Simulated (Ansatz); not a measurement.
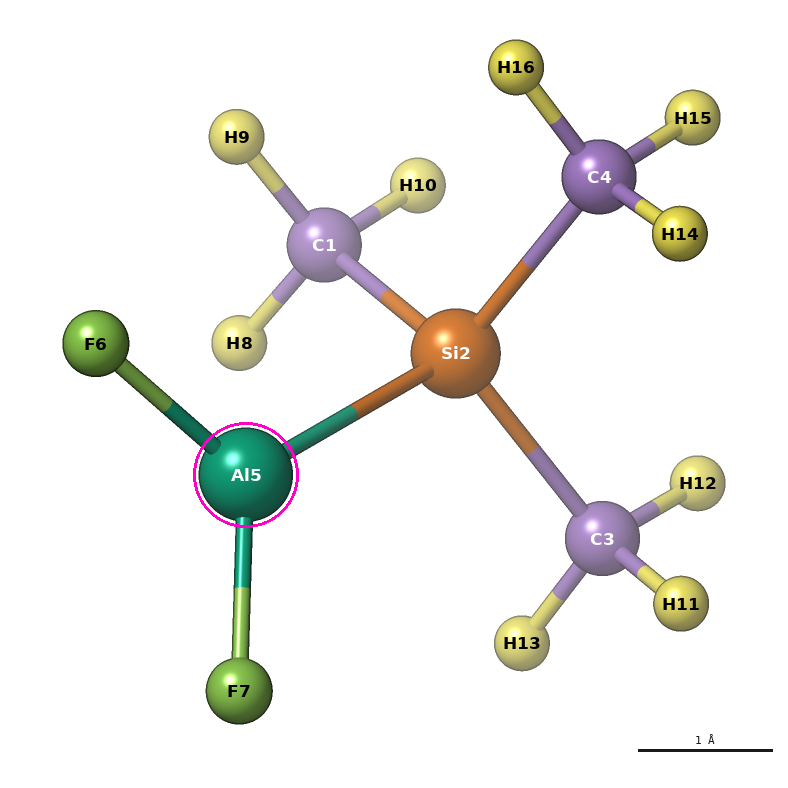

Orthographic view. Distant atoms are faded towards the background colour. Computed geometry: PBE-D4/def2-SVP optimisation. No frequency run is at hand to confirm it as a minimum.

Q: Which atoms are bonded to the circled atom?

A: The circled atom is Al5; it is bonded to Si2, F6, F7.

Q: Of Si2 and Al5, which is nearer the viewer?

A: Al5; the bond to Si2 points away from the viewer, so it looks shorter than its 2.45 Å.

Q: What is the shortest path along bonds from the circled atom to H15?

A: Al5–Si2–C4–H15, 3 bonds; through space the two are 4.55 Å apart.
